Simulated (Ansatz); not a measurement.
H₅NO₂Si

Input file:

```
crystal:
  periodic: [false, false, false]
  atoms:
    - {symbol: Si, position_ang: [-0.746226, -0.067326, 0.044851]}
    - {symbol: N, position_ang: [0.914820, -0.900689, -0.130278]}
    - {symbol: H, position_ang: [-0.237085, -1.602065, 0.195971]}
    - {symbol: O, position_ang: [-0.320874, 0.999186, 1.249211]}
    - {symbol: O, position_ang: [-1.005010, 0.766550, -1.354464]}
    - {symbol: H, position_ang: [1.655564, -0.772676, 0.551710]}
    - {symbol: H, position_ang: [1.261171, -1.183061, -1.039227]}
    - {symbol: H, position_ang: [-0.992263, 1.159357, 1.914394]}
    - {symbol: H, position_ang: [-0.530098, 1.600824, -1.432068]}
basis:
  gaussian: {orbitals: def2-TZVPP}
hamiltonian: {xc: pbe0, dispersion: d4}
output: {orbitals: {seedname: orbitals}}
```

Launched as:

```sh
ansatz run in.yaml --threads 4 --pin off --events-out ev --progress --plain --max-ram 9574MiB
```

A transition-state structure; geometry: PBE0-D4/def2-TZVP.

The calculation used RKS PBE0-D4/def2-TZVPP (Ansatz).

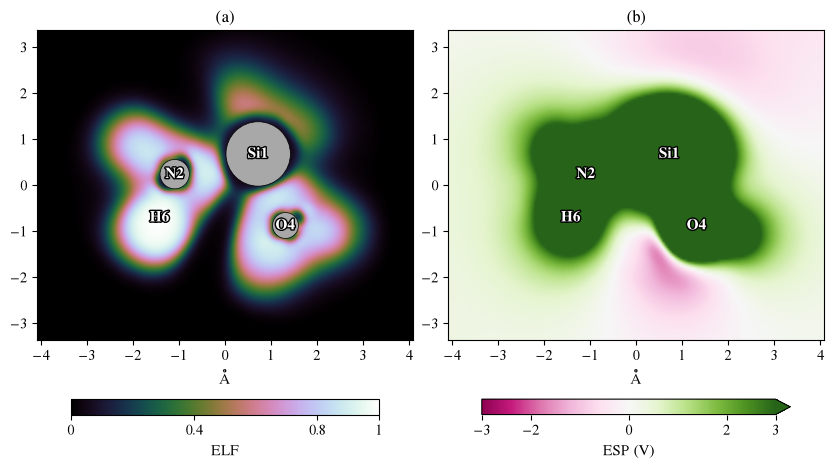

Figure 1. (a) electron localisation function; (b) electrostatic potential on the plane of atoms N2, Si1 and O4. Grey discs cover the atomic cores in the ELF map.

> Interpret the plot.

- Atoms in the plane: Si, N, O and H.
- Si–O (1.66 Å): the ELF peaks at about 0.85 between the atoms; a polar covalent bond.
- Si–N (1.87 Å): the ELF peaks at about 0.90 between the atoms: a shared but strongly polarised pair.
- N–H (1.01 Å): the ELF climbs to about 1 towards the hydrogen, as it does in any bond to H (an ordinary covalent bond to hydrogen).
- The ELF also peaks beside O4, away from the bonds: lone-pair regions.
- Outside the dense part of the molecule the potential is most negative (−1.7 V) near O4.

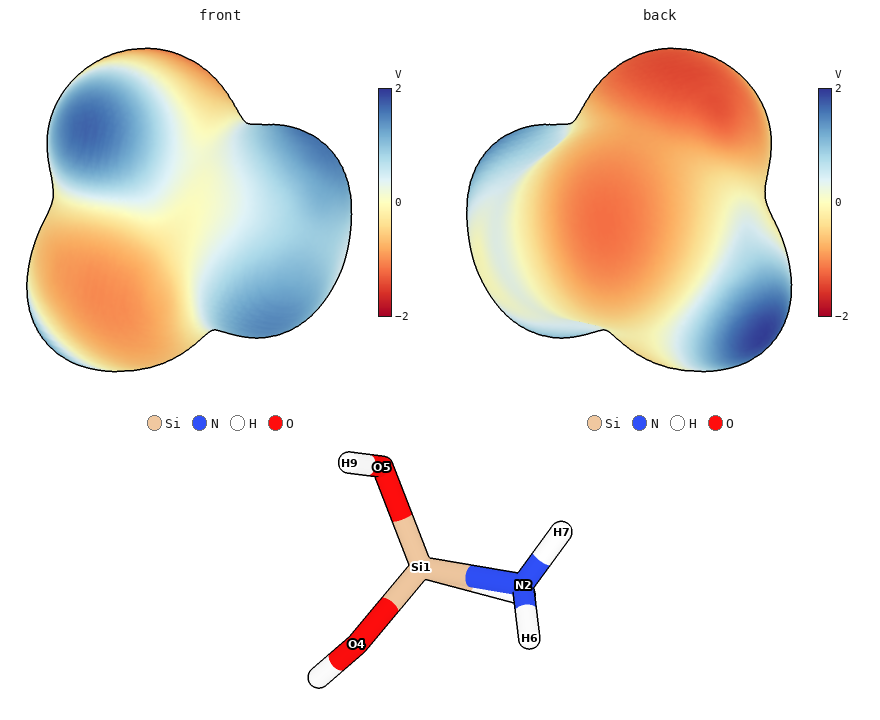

Figure 2. The molecular electrostatic potential painted on the density surface at 0.001 e/bohr³, seen from the front and from behind; the colour scale runs from red (negative) to blue (positive). The bare structure is drawn below in the same view.

> Which sites attract a positive test charge, and which a negative one?

A positive charge is drawn to the negative regions and a negative charge to the positive ones. The most negative region (about −1.4 V, or −32 kcal/mol for a unit charge) lies over O5, the most positive (about +1.9 V, or +44 kcal/mol for a unit charge) over H8. O5 is the likeliest acceptor of a hydrogen bond.

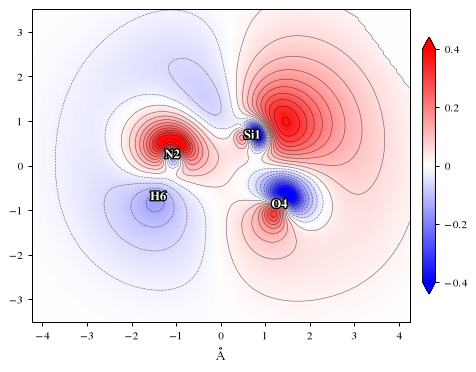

Figure 3. One frontier orbital on the plane of atoms N2, Si1 and O4 (values in Å⁻³ᐟ²; the overall sign is arbitrary).

> Which orbital is it: HOMO or LUMO?

The LUMO, at −0.21 eV. It lies mainly on Si1 (about 40 %), H3 (about 20 %) and N2 (about 15 %).
